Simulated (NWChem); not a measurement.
# One shape, several levels: CHCl3 (chloroform)

Aim: a comparison of 6 runs (HF/STO-3G, HF/def2-SVP, HF/6-311+G**, PBE0/def2-SVP, MP2/6-311+G**, CCSD(T)/6-311+G**) of CHCl3 (chloroform). 

The calculation is run with NWChem 7.3.0.

## Step 1: The molecule

CHCl3: 5 atoms, total charge 0, spin state singlet. SMILES: `ClC(Cl)Cl`. The shape is that of a PBE0-D4/def2-TZVP optimisation.

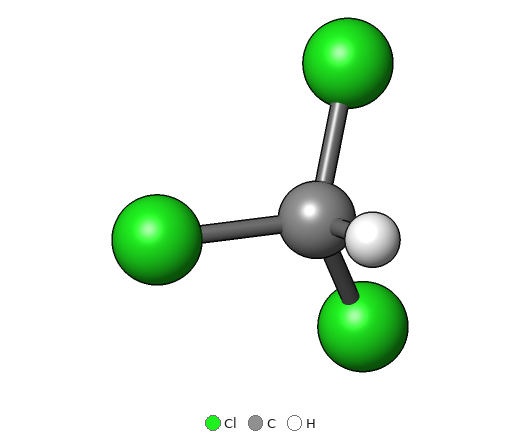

The structure, seen from a chosen angle (chlorine green, carbon grey, hydrogen white).

## Step 2: Energy and forces at HF/STO-3G (run 1)

The input, run.py:

```python
from ase import Atoms
from ase.calculators.nwchem import NWChem

atoms = Atoms(['Cl', 'C', 'Cl', 'Cl', 'H'], positions=[
    [-0.671480, 0.393200, 1.545220],
    [0.050100, 0.086910, -0.029470],
    [1.233860, -1.211460, 0.056410],
    [-1.182490, -0.256800, -1.236530],
    [0.570000, 0.988150, -0.335650],
])

calc = NWChem(
    label='work',
    theory='scf',
    memory='2200 mb',
    basis='STO-3G',
    basispar='spherical bse',
    scf={'nopen': '0', 'rhf': None, 'thresh': '1e-08', 'maxiter': '80'},
)
atoms.calc = calc

forces = atoms.get_forces()
print("Total energy (eV):", round(atoms.get_potential_energy(), 6))
print("forces (eV/A):")
for s, f in zip(atoms.symbols, forces):
    print(f"{s:2s} {f[0]:10.5f} {f[1]:10.5f} {f[2]:10.5f}")
print("dipole (e A):", atoms.get_dipole_moment().round(4))
```

Command:

```bash
export ASE_NWCHEM_COMMAND="nwchem PREFIX.nwi > PREFIX.nwo"
python run.py
```

What it wrote:

```text
Total energy (eV): -38142.015455
forces (eV/A):
Cl   -0.75899    0.40104    1.71462
C     0.45581    0.78722   -0.27027
Cl    1.33985   -1.36649    0.07333
Cl   -1.32108   -0.31532   -1.35060
H     0.28442    0.49360   -0.16707
dipole (e A): [ 0.1619  0.2808 -0.0953]
```

The calculator wrote work.nwi:

```
title "work"

permanent_dir work

scratch_dir work

start work

geometry units angstrom nocenter noautosym noautoz
  Cl -6.7147999999999997e-01 3.9319999999999999e-01 1.5452200000000000e+00
  C  5.0099999999999999e-02 8.6910000000000001e-02 -2.9470000000000000e-02
  Cl 1.2338600000000000e+00 -1.2114600000000000e+00 5.6410000000000002e-02
  Cl -1.1824900000000000e+00 -2.5679999999999997e-01 -1.2365299999999999e+00
  H  5.6999999999999995e-01 9.8814999999999997e-01 -3.3565000000000000e-01
end

memory 2200 mb

basis spherical bse noprint
   * library STO-3G
end

scf
  nopen 0
  rhf
  thresh 1e-08
  maxiter 80
end

task scf gradient
```

work.nwo:

```text
Northwest Computational Chemistry Package (NWChem) 7.3.0
             --------------------------------------------------------

           Job information
           ---------------

    nwchem branch   = 7.3.0
    use scalapack   = T
    input           = work.nwi
    prefix          = work.
    data base       = work/work.db
    status          = startup
    nproc           =        1

           Memory information
           ------------------

    heap     =     72089598 doubles =      550.0 Mbytes
    stack    =     72089595 doubles =      550.0 Mbytes
    global   =    144179200 doubles =     1100.0 Mbytes (distinct from heap & stack)
    total    =    288358393 doubles =     2200.0 Mbytes
    verify   = yes
    hardfail = no

[... 127 lines left out ...]
 Convergence threshold     :          1.000E-08
[... 13 lines left out ...]
       Final RHF  results
[... 3 lines left out ...]
      One-electron energy =  -2465.867260711054
[... 1 line left out ...]
 Nuclear repulsion energy =    264.654483693381
[... 41 lines left out ...]
                       ROHF Final Molecular Orbital Analysis
[... 179 lines left out ...]
    atom               coordinates                        gradient
                 x          y          z           x          y          z
   1 Cl     -1.268913   0.743040   2.920042    0.014760  -0.007799  -0.033344
   2 C       0.094675   0.164236  -0.055690   -0.008864  -0.015309   0.005256
   3 Cl      2.331657  -2.289327   0.106599   -0.026056   0.026574  -0.001426
   4 Cl     -2.234582  -0.485282  -2.336703    0.025691   0.006132   0.026265
   5 H       1.077144   1.867333  -0.634287   -0.005531  -0.009599   0.003249

                 ----------------------------------------
                 |  Time  |  1-e(secs)   |  2-e(secs)   |
                 ----------------------------------------
                 |  CPU   |       0.00   |       0.31   |
                 ----------------------------------------
                 |  WALL  |       0.00   |       0.31   |
                 ----------------------------------------

 Task  times  cpu:        2.2s     wall:        2.2s
 Total times  cpu:        2.3s     wall:        2.3s
```

Wall time 3.6 s (1 thread of Intel Xeon Platinum 8259CL at 2.50GHz (Skylake/Cascade Lake), shared host); peak memory 0.1 GiB.

## Step 3: Energy and forces at HF/def2-SVP (run 2)

The input, mol.nw:

```
start mol
memory stack 880 mb heap 220 mb global 1100 mb
charge 0

geometry units angstrom noautosym nocenter noautoz
 Cl   -0.671480    0.393200    1.545220
 C     0.050100    0.086910   -0.029470
 Cl    1.233860   -1.211460    0.056410
 Cl   -1.182490   -0.256800   -1.236530
 H     0.570000    0.988150   -0.335650
end

basis spherical bse
 * library def2-SVP
end

scf
 thresh 1e-08
 maxiter 80
 print low
end

task scf gradient
```

Command:

```bash
nwchem mol.nw > mol.out
```

What it wrote:

```text
[...]
  functions       =    73
[...]
  wavefunction    = RHF
[...]
         Total SCF energy =  -1416.452525120945
      One-electron energy =  -2483.772915203074
      Two-electron energy =    802.665906388748
 Nuclear repulsion energy =    264.654483693381
        Time for solution =      8.2s
[...]
                         RHF ENERGY GRADIENTS
    atom               coordinates                        gradient
                 x          y          z           x          y          z
   1 Cl     -1.268913   0.743040   2.920042    0.001058  -0.000827  -0.002589
   2 C       0.094675   0.164236  -0.055690   -0.002546  -0.004376   0.001524
   3 Cl      2.331657  -2.289327   0.106599   -0.002181   0.001901  -0.000047
   4 Cl     -2.234582  -0.485282  -2.336703    0.001921   0.000282   0.002149
   5 H       1.077144   1.867333  -0.634287    0.001748   0.003021  -0.001036
 Task  times  cpu:       10.1s     wall:       10.1s
 Total times  cpu:       10.1s     wall:       10.1s
```

Wall time 11 s (1 thread of Intel Xeon Platinum 8259CL at 2.50GHz (Skylake/Cascade Lake), shared host); peak memory 0.1 GiB.

Runs 3 to 5 aren't shown in full; the table further down has their settings and results.

## Step 4: The energy at CCSD(T)/6-311+G(d,p) (run 6)

The input, chcl3.nw:

```
start chcl3
title "CHCl3"
memory total 2200 mb
geometry units angstroms noautosym nocenter noautoz
  Cl   -0.671480    0.393200    1.545220
  C     0.050100    0.086910   -0.029470
  Cl    1.233860   -1.211460    0.056410
  Cl   -1.182490   -0.256800   -1.236530
  H     0.570000    0.988150   -0.335650
end
basis spherical bse
  * library 6-311+G**
end
scf
  thresh 1e-08
  maxiter 80
end
ccsd
  freeze core 16
  maxiter 60
end
task ccsd(t) energy
```

Command:

```bash
nwchem chcl3.nw > chcl3.out
```

What it wrote:

```text
[...]
  functions       =   118
[...]
  wavefunction    = RHF
[...]
         Total SCF energy =  -1416.960446760629
      One-electron energy =  -2484.116873353014
      Two-electron energy =    802.501942899004
 Nuclear repulsion energy =    264.654483693381
        Time for solution =     35.5s
[...]
 Total MP2 energy:          -1417.527226250470903
[...]
             energy      energy      error      ampl     ampl      Block
                                                time     time      time
[...]
 Total CCSD energy:          -1417.566364198687324
[...]
 Total CCSD+T(CCSD) energy:          -1417.586504756561908
[...]
 Total CCSD(T) energy:               -1417.585823687752963
[...]
```

Run time: 8.1 min. Hardware: 1 thread of Intel Xeon Platinum 8259CL at 2.50GHz (Skylake/Cascade Lake), shared host; peak memory 0.46 GiB.

## Step 5: The series

```csv
run,level,iteration cap,module,energy (Eh),dipole moment (D),HOMO energy (eV),LUMO energy (eV),wall time
1,HF/STO-3G,80,scf,-1401.693226,1.62,-11.40,7.16,3.6 s
2,HF/def2-SVP,80,scf,-1416.452525,–,–,–,11 s
3,HF/6-311+G**,80,scf,-1416.960447,1.31,-12.35,1.88,44 s
4,PBE0/def2-SVP,100,dft,-1418.327464,1.17,-8.68,-0.06,20 s
5,MP2/6-311+G**,80,mp2,-1417.527226,1.13,-12.35,1.88,92 s
6,CCSD(T)/6-311+G**,80,ccsd(t),-1417.585824,–,-12.35,1.88,8.1 min
```

## Step 6: Results

| quantity | value |
| --- | --- |
| run 6: total energy | -1417.58582 Eh |
| run 6: HOMO energy (Hartree–Fock orbitals) | -12.35 eV |
| run 6: LUMO energy (Hartree–Fock orbitals) | 1.88 eV |
| run 6: HOMO–LUMO gap (Hartree–Fock orbitals) | 14.23 eV |
| run 6: correlation energy (16 core orbitals frozen) | -625.4 mEh |
| run 6: (T) correction | -19.46 mEh |

Below the HF energy at the same shape and in the same basis (6-311+G**): MP2 -566.8 mEh; CCSD(T) -625.4 mEh. Over runs 1, 3, 4, 5 the dipole moment (its size) runs from 1.13 D (MP2/6-311+G**) to 1.62 D (HF/STO-3G). The two ends differ in method and basis. Over runs 1, 3, 4 the HOMO–LUMO gap runs from 8.62 eV (PBE0/def2-SVP) to 18.57 eV (HF/STO-3G). In run 1 the basis is minimal, so the values are rough. All runs together took 11 min, the longest 8.1 min.
